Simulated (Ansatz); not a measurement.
**BF2H···NH3: density, localisation and related maps**

```xyz
8

B     0.0192    0.2418    0.0134
H    -0.2039    0.5010    1.1579
F     1.2517    0.2269   -0.4521
F    -0.9637    0.0462   -0.8418
N     0.0346   -2.2454    1.1807
H    -0.6269   -2.4050    0.4244
H     0.9736   -2.2116    0.7902
H    -0.1689   -1.3176    1.5947
```

Not at a stationary point (largest force 1.0 eV/Å).

Computed with RKS PBE0-D4/def2-SVP (Ansatz 0.2.0).

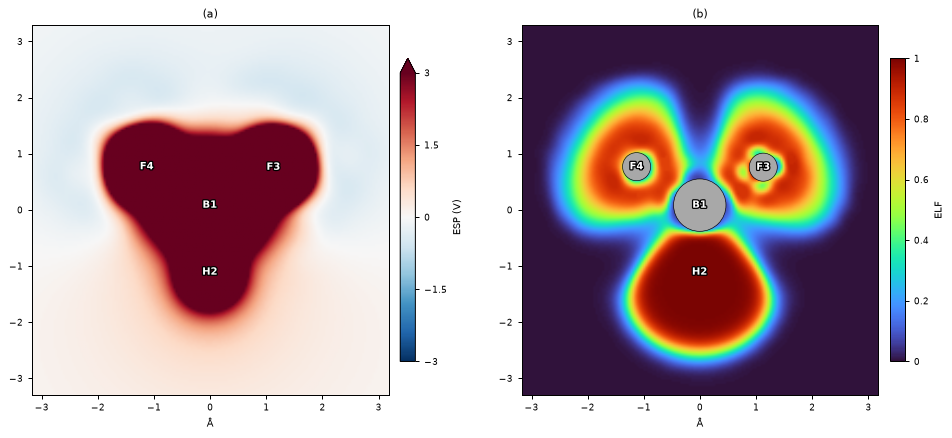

Figure 1. (a) electrostatic potential; (b) electron localisation function on the plane of atoms F3, B1 and F4. Grey discs cover the atomic cores in the ELF map.

**What do the fields say about this system?**

Atoms in the plane: B, H and F. B–F (1.32 Å): the ELF peaks at about 0.85 between the atoms: a polar covalent bond. B–H (1.19 Å): the ELF climbs to about 1 towards the hydrogen, as it does in any bond to H; an ordinary covalent bond to hydrogen. The ELF also peaks beside F4 and F3, away from the bonds: lone-pair regions. Outside the dense part of the complex the potential is most negative (−0.5 V) near F3.

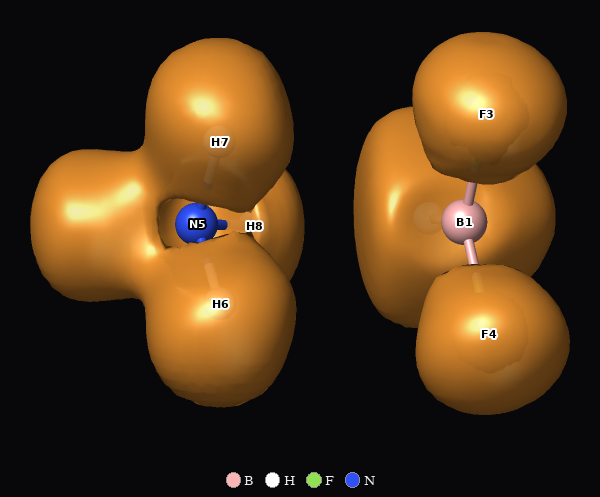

Figure 2. Isosurface of the electron localisation function at 0.75 (orange), seen across its widest extent. Core shells and regions of very low density are left out.

**Identify the bonds, lone pairs and shells in this picture.**

At this value the surface marks out one region around a hydrogen nucleus, two regions on F in which the atom's valence shell and bonds are merged and one joined region spread over several atoms (H, N), in which their bonds and any lone pairs are merged. Profiles from the grid: B1···H8 (2.23 Å): the ELF climbs to about 1 towards the hydrogen.

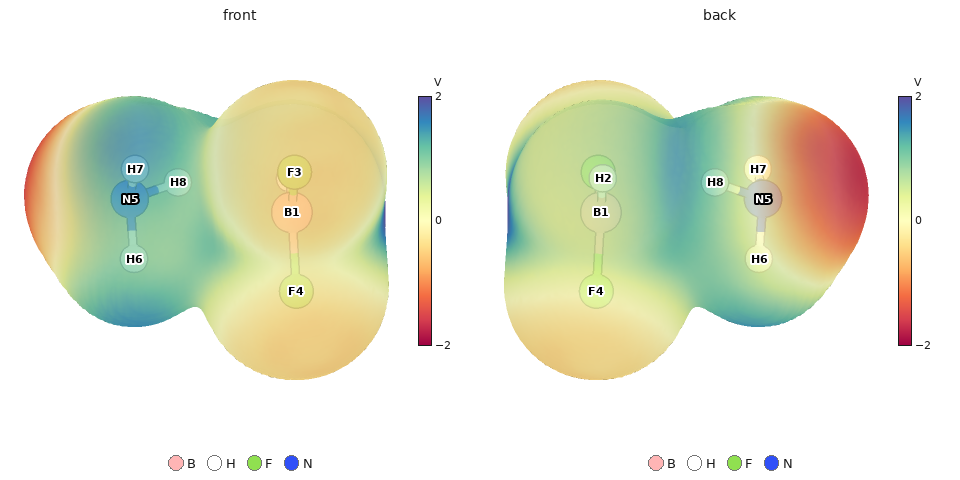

Figure 3. The electrostatic potential painted on the density surface at 0.002 e/bohr³, seen from the front and from behind; the colour scale runs from red (negative) to blue (positive).

**Which sites attract a positive test charge, and which a negative one?**

A positive charge is drawn to the negative regions and a negative charge to the positive ones. The most negative region (about −1.7 V) lies over N5, the most positive (about +1.9 V) over B1. N5 is the likeliest acceptor of a hydrogen bond.
